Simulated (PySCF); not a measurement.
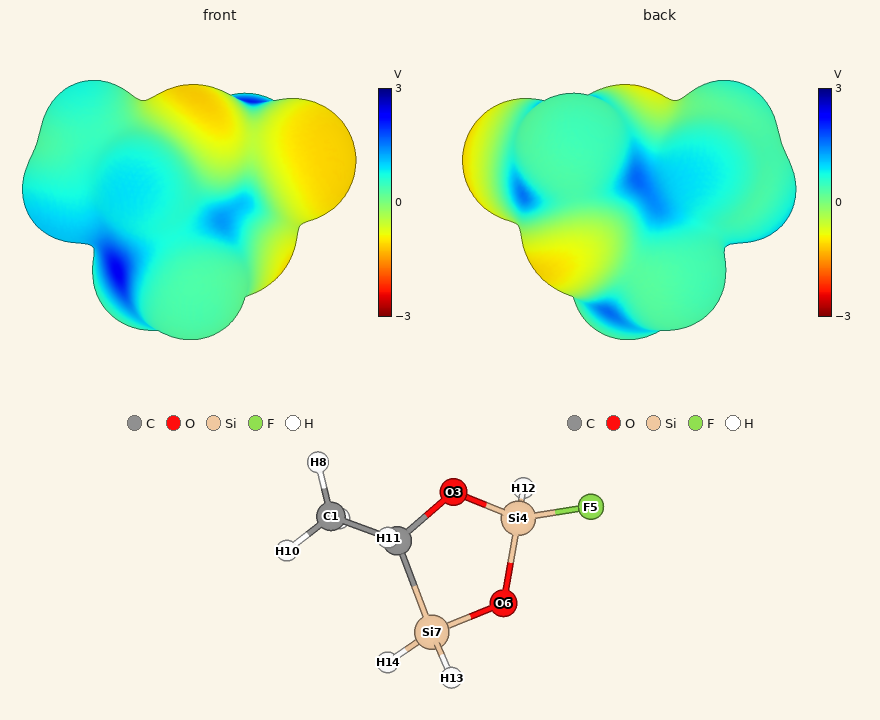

Figure 1: C2H7FO2Si2. The molecular electrostatic potential painted on the density surface at 0.002 e/bohr³, seen from the front and from behind; red is negative and blue positive. The bare structure is drawn below in the same view.

Geometry: GFN2-xTB.

Computed with wB97X-D/def2-SVPD, SCF density, gas phase in PySCF 2.14.0.

Input

```
{"job": {"kind": "uv", "xc": "wB97X-D", "basis": "def2-SVPD", "nstates": 8, "ntriplets": 3}, "charge": 0, "multiplicity": 1}
C     -1.268936    -0.578013     1.223637
C     -0.661704    -0.527478    -0.173348
O      0.627707    -1.152222    -0.150182
Si     1.925499    -0.219970    -0.339928
F      2.807826    -0.775230    -1.548351
O      1.266011     1.208201    -0.790324
Si    -0.361594     1.267421    -0.834564
H     -1.298132    -1.603074     1.588071
H     -0.670803     0.014704     1.912439
H     -2.280337    -0.180015     1.199196
H     -1.271859    -1.141396    -0.844658
H      2.751948    -0.025037     0.820290
H     -0.788664     1.437797    -2.215477
H     -0.777640     2.273840     0.131034
```

Launched as:

```sh
OMP_NUM_THREADS=1 python probes_run.py task.json out
```

**Describe the electrostatic potential map.**

The most negative region (about −1.1 V) lies over O3 and F5, the most positive (about +2.1 V) over Si4 and Si7.
